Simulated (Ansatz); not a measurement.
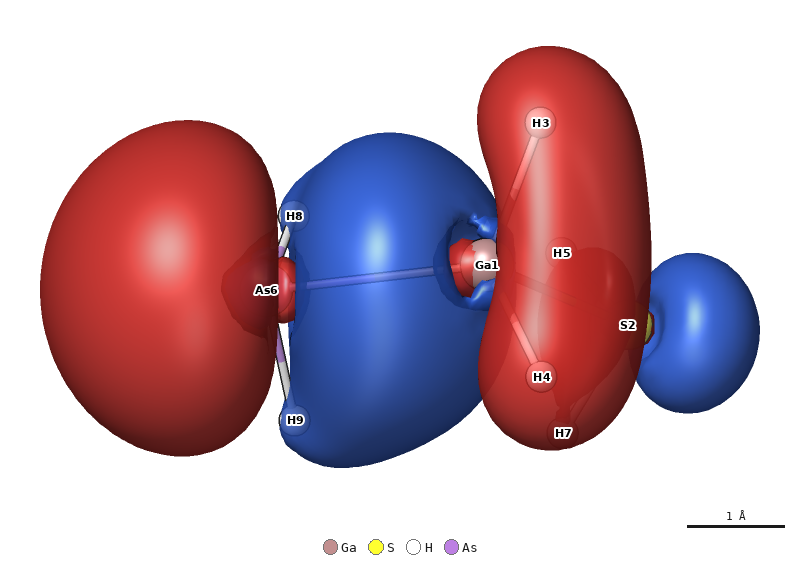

The picture shows: AsGaH6S. One frontier orbital at ±0.06 Å⁻³ᐟ² (red and blue are the two phases), seen from one side.

The product side of a reaction path; geometry: PBE0-D4/def2-TZVP.

Computed with Ansatz, RKS PBE0-D4/def2-TZVPP.

Input file:

```
crystal:
  periodic: [false, false, false]
  atoms:
    - {symbol: Ga, position_ang: [-1.229805, -0.035071, -0.364034]}
    - {symbol: S, position_ang: [1.066810, -0.028751, -1.593249]}
    - {symbol: H, position_ang: [-1.685211, -1.431380, -0.929382]}
    - {symbol: H, position_ang: [-1.736858, 1.305789, -1.013415]}
    - {symbol: H, position_ang: [1.647395, -0.960772, -0.819126]}
    - {symbol: As, position_ang: [-0.581289, 0.049658, 1.991714]}
    - {symbol: H, position_ang: [1.606191, 0.978084, -0.885919]}
    - {symbol: H, position_ang: [0.474697, -1.039934, 1.840991]}
    - {symbol: H, position_ang: [0.438071, 1.162275, 1.772419]}
basis:
  gaussian: {orbitals: def2-TZVPP}
hamiltonian: {xc: pbe0, dispersion: d4}
output: {orbitals: {seedname: orbitals}}
```

Command:

```sh
ansatz run in.yaml --threads 8 --pin off --events-out ev --progress --plain --max-ram 19148MiB
```

Which orbital is it: HOMO or LUMO?

Answer. The HOMO, at −6.62 eV. Its weight (Hirshfeld) is mainly on As6 (about 65 %) and Ga1 (about 20 %).
